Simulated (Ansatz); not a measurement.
**C₂H₅NaSi: geometry optimisation**

The task: find the minimum of C₂H₅NaSi nearest to the start.

Program: Ansatz 0.2.0. Level of theory: RKS B3LYP-D4/def2-SVPD. These are calculated values, not measurements.

1 further run of the same task is left out (set aside as unsound or not needed).

### Step 1. Starting geometry

SMILES `[Na][SiH]1CC1`, 9 atoms, charge 0, spin multiplicity 1.

Atoms are counted from 1 here; the program's logs count them from 0.

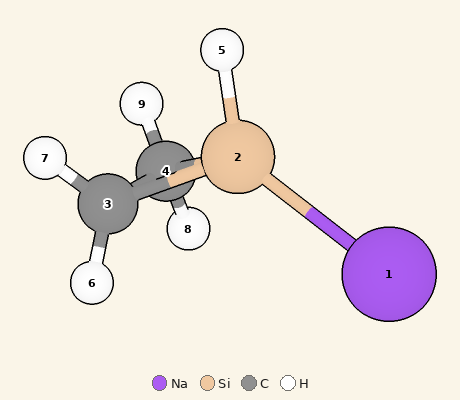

Start geometry, drawn with sodium purple, silicon light orange, carbon grey, hydrogen white; atoms are numbered from 1 in the order of the file.

Coordinates:

```xyz
9

Na   -1.7080   -0.4895   -2.9735
Si   -0.5407    0.5926   -0.7743
C     0.9908   -0.1660    0.1300
C    -0.3071   -0.3387    0.9041
H    -0.5077    2.0664   -0.3911
H     1.4562   -1.0769   -0.2792
H     1.7348    0.5313    0.5466
H    -0.6982   -1.3637    1.0056
H    -0.4200    0.2446    1.8317
```

### Step 2. Relaxation

input.yaml reads:

```yaml
crystal:
  periodic: [false, false, false]
  atoms:
    - { symbol: Na, position_ang: [-1.708032, -0.489547, -2.973456] }
    - { symbol: Si, position_ang: [-0.540662, 0.592584, -0.77429] }
    - { symbol: C, position_ang: [0.990753, -0.166019, 0.13002] }
    - { symbol: C, position_ang: [-0.307113, -0.338682, 0.904053] }
    - { symbol: H, position_ang: [-0.507681, 2.066362, -0.391055] }
    - { symbol: H, position_ang: [1.456192, -1.076944, -0.27922] }
    - { symbol: H, position_ang: [1.734764, 0.531347, 0.546642] }
    - { symbol: H, position_ang: [-0.698235, -1.363663, 1.005588] }
    - { symbol: H, position_ang: [-0.419986, 0.244562, 1.831709] }
basis:
  gaussian: { orbitals: def2-SVPD }
hamiltonian:
  xc: { name: B3LYP }
  dispersion: d4
output:
  forces: true
relax:
  f_tol: 0.003
  max_steps: 120
```

The run is started by

```sh
> ansatz run input.yaml --threads 1 --pin off --max-ram 2560MiB --backend cpu --events-out ev --progress --plain --runs-dir out
```

What does the calculation give? Wanted: energy gained; root mean square move; dipole moment.

As calculated:

| quantity | value |
| --- | --- |
| energy gained | 0.0067 eV |
| root mean square move | 0.010 Å |
| dipole moment | 7.82 D |

**Reading.** Bond lengths: Na1–Si2 2.715 Å, Si2–C3 1.924 Å, Si2–C4 1.924 Å, Si2–H5 1.511 Å, C3–C4 1.522 Å, C3–H6 1.094 Å, C3–H7 1.094 Å, C4–H8 1.094 Å, C4–H9 1.094 Å. Angles: Na1–Si2–C3 124.4°, Na1–Si2–C4 124.4°, Na1–Si2–H5 126.0°, C3–Si2–C4 46.6°, C3–Si2–H5 104.7°, C4–Si2–H5 104.7°, Si2–C3–C4 66.7°, Si2–C3–H6 119.3°, Si2–C3–H7 118.1°, C4–C3–H6 116.8°, C4–C3–H7 116.8°, H6–C3–H7 112.1°, Si2–C4–C3 66.7°, Si2–C4–H8 119.3°, Si2–C4–H9 118.1°, C3–C4–H8 116.8°, C3–C4–H9 116.8°, H8–C4–H9 112.1°. No frequencies were computed here.
